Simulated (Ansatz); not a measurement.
**Redistribution: C5H9Br + C4H10S → C5H10S + C4H9Br**

Gas-phase species: C5H9Br (bromocyclopentane) `BrC1CCCC1`, singlet; C4H10S (2-methyl-2-propanethiol) `CC(C)(C)S`, singlet; C5H10S (cyclopentanethiol) `SC1CCCC1`, singlet; C4H9Br (2-bromo-2-methylpropane) `CC(C)(C)Br`, singlet. The partners trade Br for SH; both sit on C, so the bond types are kept.

Shapes, held fixed at every level: PBE0-D4/def2-TZVP. Flexible molecules stand in one conformer, not always the lowest. Programs: Ansatz 0.2.0. The zero-point and thermal change to 298 K, harmonic and unscaled (PBE0-D4/def2-TZVP), is -0.3 kJ/mol.

```csv
level,kind,ΔH(298 K) (kJ/mol),less CCSD(T)/def2-TZVPP
PBE-D4/def2-TZVPP,GGA,-6.0,-1.6
B3LYP-D4/def2-TZVPP,global hybrid,-6.2,-1.8
BHLYP-D4/def2-TZVPP,global hybrid,-6.0,-1.6
PBE0-D4/def2-TZVPP,global hybrid,-5.5,-1.1
wB97X-V/def2-TZVPP,range-separated hybrid,-5.0,-0.6
B2PLYP/def2-TZVPP,double hybrid,-5.5,-1.1
CCSD/def2-TZVPP,coupled cluster or CI,-4.5,-0.1
CCSD(T)/def2-TZVPP,coupled cluster or CI,-4.4,0.0
```

The highest level, CCSD(T)/def2-TZVPP, gives ΔH(298 K) = -4.4 kJ/mol; the levels span -6.2 to -4.4. The column of differences is taken from that level and isn't an error. No measured value is set beside it here. Relativity is left out for Br. Outer-core shells of Br are correlated, in sets that cover them unevenly.

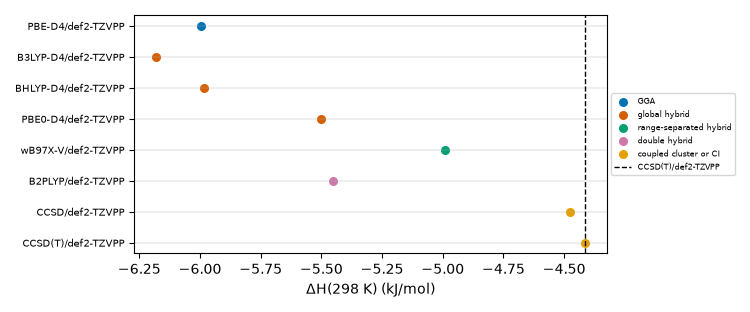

The values of the table, level by level.
